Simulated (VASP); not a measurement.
Given:

```
CELL_PARAMETERS angstrom
      2.23610    -3.85378     0.00000
      2.23610     3.85378     0.00000
      0.00000     0.00000     4.59037
ATOMIC_POSITIONS crystal
  Ga 0.15593 0.84407 0.91815
  Ga 0.34407 0.65593 0.41815
  Ga 0.65593 0.34407 0.58185
  Ga 0.84407 0.15593 0.08185
```

Level of theory: PBE GGA with D3 dispersion (zero damping), VASP's PBE PAW potentials (set 64) (plane waves; VASP 6.6.1). Settings: 520 eV cut-off, 9×9×8 Γ-centred mesh, tetrahedra with Blöchl corrections, potentials Ga_d.

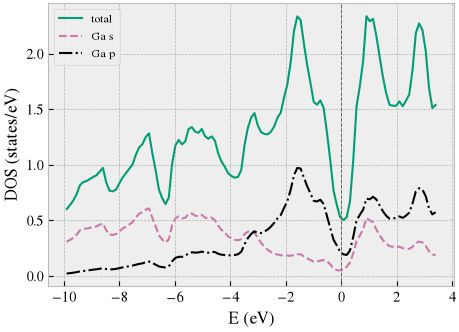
Figure. Total and projected density of states, zero at the Fermi level

Within 2 eV below the Fermi level the largest weight inside VASP's projection spheres is Ga p, then Ga s.

It has no gap at this level: it comes out as a metal or semimetal.

The compound is Ga in the alpha structure. It was relaxed first.
